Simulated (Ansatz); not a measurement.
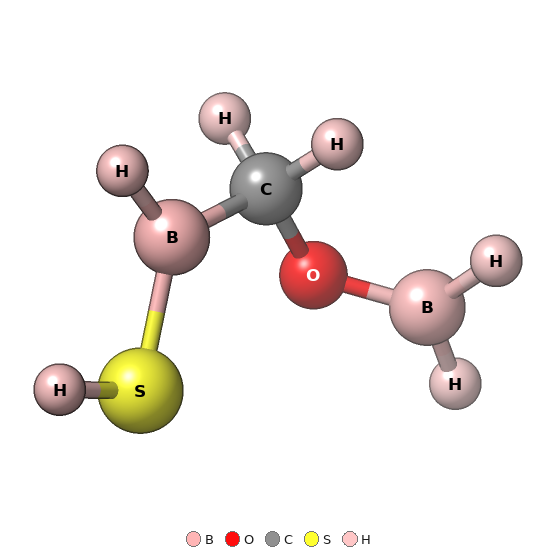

Orthographic view. Depth is shown by fading: the farther an atom, the more it takes the colour of the background. Computed geometry: PBE-D4/def2-SVP optimisation. No frequency run is at hand to confirm it as a minimum.

Question: Give the standard InChI.

Answer: InChI=1S/CH6B2OS/c2-4-1-3-5/h3,5H,1-2H2
